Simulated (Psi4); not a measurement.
Reaction (SMILES): C#N (CH-N) + H+ → C#[NH+]
B3LYP-D3(BJ)/def2-TZVP geometries, fixed; electronic energies without zero-point terms; positive where energy is released.

Basis-set convergence of the proton affinity at MP2 with Psi4. Cartesian d functions, on some or all atoms, in 6-31G*; all else is spherical. Density fitting with the program's default auxiliary sets. Cores are frozen. Psi4's default fitting sets serve the pcseg sets less well. The proton sits at the site shown, which need not be the one that binds it best. No added dispersion term, no relativity. Functions are those of the species that has most. Reference: Hartree-Fock in aug-cc-pVQZ plus the correlation part extrapolated as X^-3 from aug-cc-pVTZ and aug-cc-pVQZ, 174.13 kcal/mol, itself unsure by roughly 0.08 kcal/mol (a third of the extrapolation step and of the last Hartree-Fock step). Deviations are taken from unrounded values.

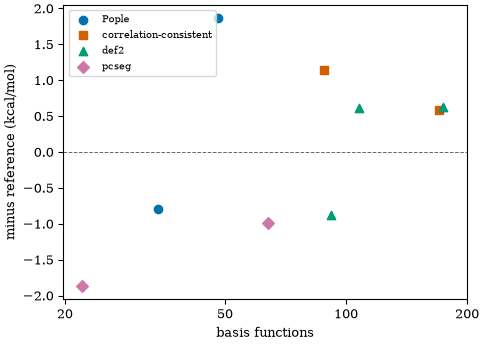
Figure: Deviation from the reference against the number of basis functions, by family of sets.

```tsv
basis	functions	proton affinity (kcal/mol)	minus reference (kcal/mol)
pcseg-0	22	172.27	-1.86
6-31G*	34	173.34	-0.79
6-311G**	48	176.00	1.86
aug-pcseg-1	64	173.15	-0.99
cc-pVTZ	88	175.27	1.14
def2-TZVPD	92	173.26	-0.88
def2-TZVPPD	108	174.74	0.61
cc-pVQZ	170	174.72	0.58
def2-QZVPP	174	174.76	0.63
```
